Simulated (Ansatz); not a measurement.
Consider CaPd$_{4}$.

Input file:

```
crystal:
  lattice:
    - [4.8280568927, 0.0, 0.0]
    - [0.0, 4.8280568927, 0.0]
    - [0.0, 0.0, 4.8280568927]
  atoms:
    - { symbol: Ca, position: [0.5, 0.5, 0.5] }
    - { symbol: Pd, position: [0.0, 0.5, 0.5] }
    - { symbol: Pd, position: [0.5, 0.0, 0.5] }
    - { symbol: Pd, position: [0.5, 0.5, 0.0] }
    - { symbol: Pd, position: [0.0, 0.0, 0.0] }
basis:
  ecutwfc: 420
kpoints:
  mp_grid: { grid: [8, 8, 8] }
hamiltonian:
  xc: pbe
scf:
  occupations: { method: gaussian, width: 0.1 }
output:
  forces: true
  stress: true
  eigenvalues: true
  write_density: true
  write_potential: true
  elf: true
  volumetric_format: npy
relax:
  adjacent_minimum: "off"
  f_tol: 0.01
  max_steps: 80
  cell: { stress_tol: 0.05 }
```

Launched as:

```sh
ansatz run input.yaml --threads 1 --pin off --max-ram 2048MiB --backend cpu --events-out ev --progress --plain --runs-dir out
```

Below, planes, directions and counts refer to the conventional cell (a = 4.83 Å, b = 4.83 Å, c = 4.83 Å, α = 90.00°, β = 90.00°, γ = 90.00°).

The fields are those of the relaxed geometry.

Space group Pm-3m; a structure generated by program, which may or may not match a known phase.

All numbers below come from Ansatz 0.2.0, DFT PBE, scalar-relativistic, plane waves, PAW.

> What will maps of the valence pseudo-density and electron localisation function show?

Ca–Pd (2.41 Å): the density is about 0.43 e/Å³ at the midpoint; the ELF is about 0.15 at the midpoint; no shared electron pair shows on this line.

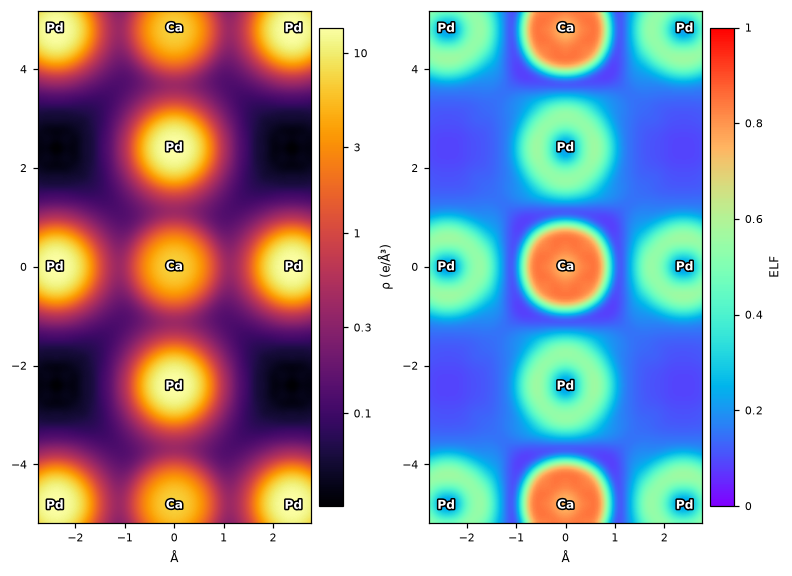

Computed valence pseudo-density and electron localisation function on the (010) plane of the conventional cell, in this order. 

The density is the valence pseudo-density of a PAW calculation; it isn't the true density close to the nuclei.
